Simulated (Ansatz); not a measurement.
```csv
atom,x (Å),y (Å),z (Å)
Al,-0.3741,0.1997,-0.0738
O,1.1161,0.5488,0.7079
O,-0.5680,-1.3341,-0.8112
H,0.1271,-2.0105,-0.8068
H,-1.5981,1.2029,-0.1651
H,1.2972,1.3930,1.1489
```

The calculation used UKS PBE-D4/def2-SVP (Ansatz 0.2.0).

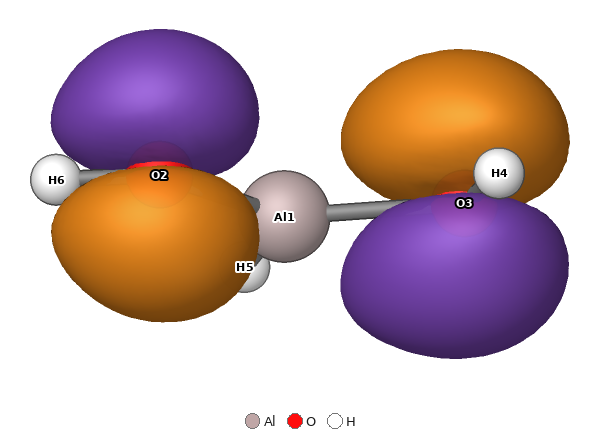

AlH3O2. The HOMO at ±0.1 Å⁻³ᐟ² (orange and purple are the two phases), seen from one side.

Question: What is the character of this orbital?

Answer: Its weight (Hirshfeld) is mainly on O3 (about 50 %) and O2 (about 35 %); it changes sign across the molecular plane (π type). Its energy is −6.87 eV.
